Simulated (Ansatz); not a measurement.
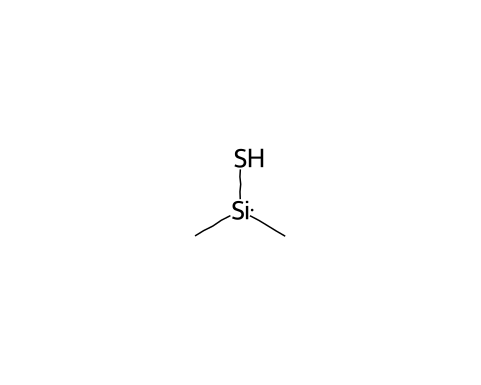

A structural formula. State: neutral, doublet.

> Give its SMILES.

C[Si](C)S

> Give the formula, hydrogens included.

C2H7SSi.

> An optimisation with PBE0-D4/def2-TZVP gave a structure of which point group?

C1.

The parts below concern this one geometry. Atoms keep their numbers from picture to picture. Computed geometry: PBE0-D4/def2-TZVP optimisation.

Shape

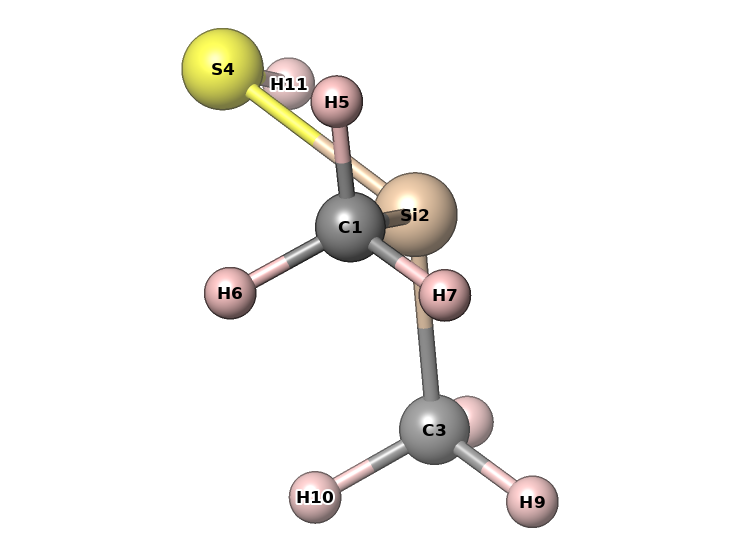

Si2 lies behind C1. The molecule seen a little off the C1–Si2 bond, C1 in front. Depth is shown by fading: the farther an atom, the more it takes the colour of the background.

> What is the torsion angle H5–C1–Si2–S4? The sign is positive where the front bond must turn clockwise to cover the back bond.

−58°, synclinal (gauche).

Vibrations

Harmonic vibrations computed with UKS PBE0-D4/def2-TZVP (Ansatz 0.2.0) at a stationary point of the same level.

> List the wavenumbers.

27 modes: 137, 153, 164, 181, 211, 228, 479, 657, 677, 687, 724, 791, 828, 857, 1257, 1267, 1435, 1439, 1444, 1452, 2713, 3039, 3041, 3123, 3124, 3142, 3145 cm⁻¹.

Thermal motion

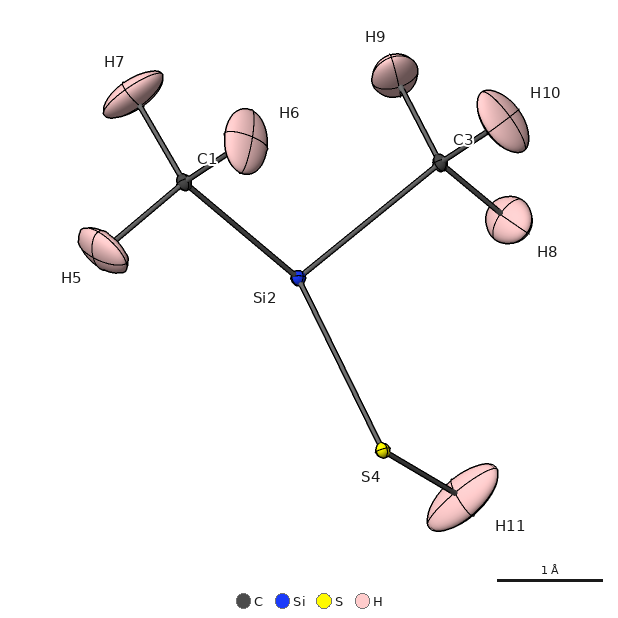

Displacement ellipsoids at the 50 % level, from the internal vibrations of the free molecule (harmonic, no overall translation or rotation; no half-axis is drawn under 0.075 Å). Vibrations computed with UKS PBE0-D4/def2-TZVP (Ansatz 0.2.0). Temperature: 0 K (zero-point motion alone).

> Which atom has the largest mean-square displacement?

H11, with U_eq = 0.0380 Å².

> Does H11 move more along its bond or across it?

Across it: the root-mean-square amplitude is 0.081 Å along the bond and up to 0.287 Å across, since bending and torsion are softer than stretching.

List U_eq and the three principal root-mean-square amplitudes for each kind of atom.

```
atom  U_eq (Å²)   rms amplitudes (Å)
  C1     0.0021  0.030, 0.046, 0.057
 Si2     0.0010  0.029, 0.031, 0.037
  C3     0.0021  0.030, 0.046, 0.056
  S4    0.00067  0.016, 0.027, 0.032
  H5     0.0263  0.084, 0.148, 0.223
  H6     0.0271  0.077, 0.153, 0.228
  H7     0.0263  0.089, 0.147, 0.222
  H8     0.0254  0.084, 0.149, 0.217
  H9     0.0255  0.088, 0.148, 0.217
 H10     0.0264  0.077, 0.153, 0.223
 H11     0.0380  0.081, 0.159, 0.287
```

Dipole moment

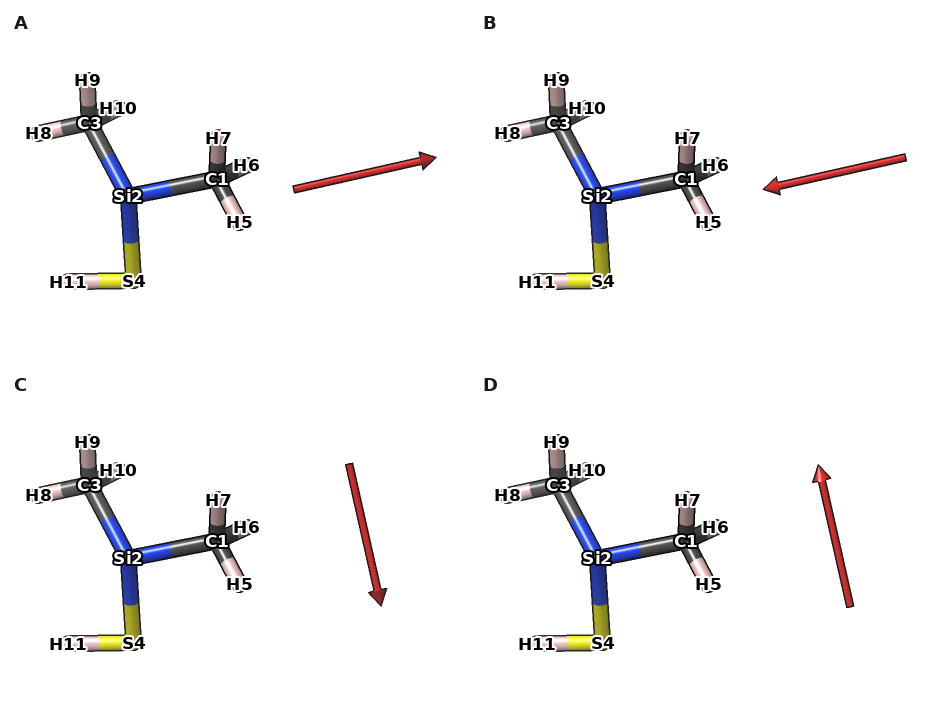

The same molecule four times, each with an arrow. Method: UKS PBE0-D4/def2-TZVP (Ansatz 0.2.0).

> Which arrow points along the dipole moment, from the negative to the positive end?

D. The dipole moment is 1.52 D; it points from the side of S4 to the side of H9 (the outermost atoms at the two ends).
